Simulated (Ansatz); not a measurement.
Al2Cu, pressure series

Take Al2Cu (space group I4/mcm, No. 140; a = 6.0596 Å, c = 4.8745 Å) as the base.

Cell and atoms are relaxed at each pressure.

Computed with PBE (Ansatz, a program for electronic structure; PAW; 420 eV plane waves; no spin-orbit coupling).

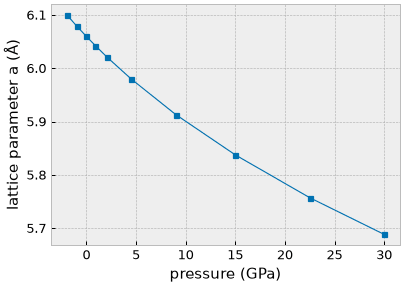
Figure. Lattice parameter a against pressure

Task: From the plot, what is the lattice parameter a for pressure −2 GPa?

Result: About 6.10 Å.

Task: Is the trend monotonic over the range shown?

Result: Yes, it falls throughout, spanning 5.688 Å to 6.101 Å.

Load acts through the strain it causes; cell and atoms are relaxed under it. No phonon test of stability was made. Competing high-pressure phases were not computed. The final runs are not spin-polarised.
